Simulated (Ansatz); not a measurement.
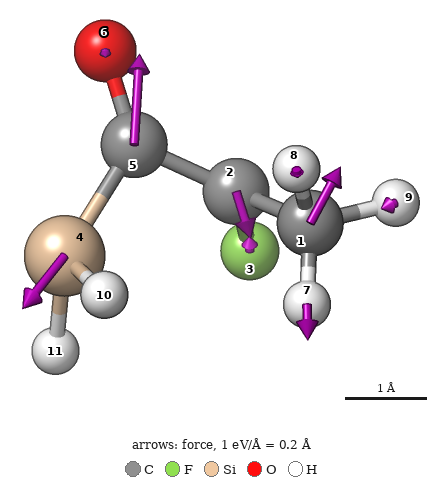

Starting geometry of C$_{3}$H$_{5}$FOSi (coarse preliminary run) with the computed forces as purple arrows. Style: ball-and-stick. Shown at a tilt.

The start comes from a force field.

All numbers below come from Ansatz 0.2.0, RKS PBE-D4/def2-SVP.

Input file:
```yaml
crystal:
  periodic: [false, false, false]
  atoms:
    - {symbol: C, position_ang: [-1.334000, -0.292600, -0.112300]}
    - {symbol: C, position_ang: [-0.309900, 0.540800, 0.575800]}
    - {symbol: F, position_ang: [-0.155300, 0.235900, 1.923900]}
    - {symbol: Si, position_ang: [1.743600, -0.302700, -0.402400]}
    - {symbol: C, position_ang: [0.785100, 1.110300, -0.122000]}
    - {symbol: O, position_ang: [0.980500, 2.293900, -0.408600]}
    - {symbol: H, position_ang: [-1.180500, -1.322800, -0.041000]}
    - {symbol: H, position_ang: [-1.429700, 0.047400, -1.186400]}
    - {symbol: H, position_ang: [-2.340100, -0.017900, 0.395800]}
    - {symbol: H, position_ang: [1.107000, -1.261600, -1.377600]}
    - {symbol: H, position_ang: [2.198700, -1.087700, 0.775300]}
basis:
  gaussian: {orbitals: def2-SVP}
hamiltonian: {xc: pbe, dispersion: d4}
relax: {f_tol: 0.03, max_steps: 200}
```

Launched with:
```bash
ansatz run in.yaml --threads 4 --pin off --events-out ev --progress --plain --max-ram 10444MiB
```

Question: Is this structure relaxed? If not, where do the atoms go?

Answer: It isn't relaxed: the largest force vector, on C5, is 6.14 eV/Å. The final displacements have little in common with the starting forces (cosine between the two patterns 0.12). The largest move after the best rigid fit is that of H10, 0.92 Å. Largest moves by element: H 0.92 Å, O 0.55 Å, C 0.54 Å, F 0.37 Å, Si 0.26 Å. Near-neighbour distances that change, for instance: C2–Si4 2.426 → 1.999 Å, Si4–C5 1.730 → 1.920 Å, C2–C5 1.418 → 1.512 Å, C1–H7 1.044 → 1.109 Å. Among the angles between lasting bonds that change: C2–C5–Si4 100.3° → 70.1°, Si4–C5–O6 131.2° → 142.9°, C5–Si4–H11 118.2° → 126.2°. Over 15 accepted moves (16 points after the start) the energy falls by 1.766 eV. Largest force component: 6.1 eV/Å at the start, 0.015 eV/Å at the end. The line search rejected the trial step at point 11 of the run. Cost: 26 s on 4 threads of Arm Neoverse V1, with other jobs on the host.
